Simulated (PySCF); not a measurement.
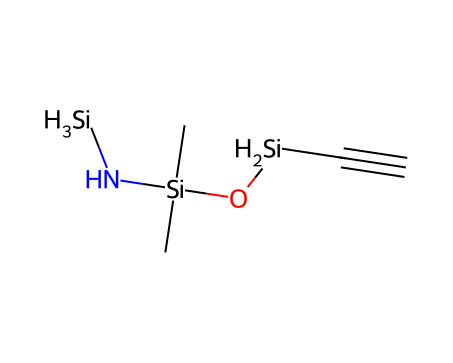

Computed geometry: GFN2-xTB optimisation. No frequency run is at hand to confirm it as a minimum. Properties computed with PBE0/pcSseg-1, gas phase (PySCF 2.14.0).

Computed properties:

The species is C₄H₁₃NOSi₃ (`C#C[SiH2]O[Si](C)(C)N[SiH3]`).
- dipole moment: 0.83 D
- HOMO energy (Kohn–Sham orbital): −7.12 eV
- LUMO energy (Kohn–Sham orbital): −0.39 eV
- HOMO–LUMO gap: 6.73 eV

The geometry is semi-empirical. Around Si such bond lengths and angles can be off by a tenth of an ångström or more and by several degrees, and values that hang on the shape move with them.
